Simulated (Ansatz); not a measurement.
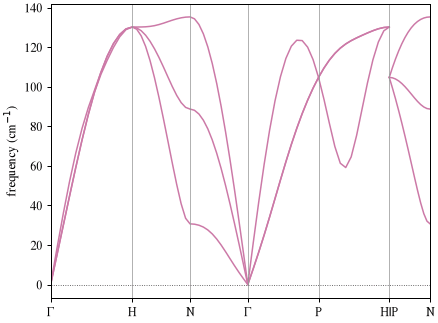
Figure: Phonon dispersion of Na (bcc (W type), Im-3m), DFT-r²SCAN in the program Ansatz with PAW potentials; imaginary frequencies are drawn negative

Is this phase dynamically stable?

Yes, on this path no branch is imaginary.

How high does the spectrum reach?

About 140 cm⁻¹ (4.1 THz).

The r²SCAN relaxation kept the symmetry of its start. As this level gives no gap, phonon frequencies hold no LO–TO term and depend on the k-mesh and smearing (Fermi–Dirac, 0.1 eV here).

Potentials: the later of the program's two PAW sets.
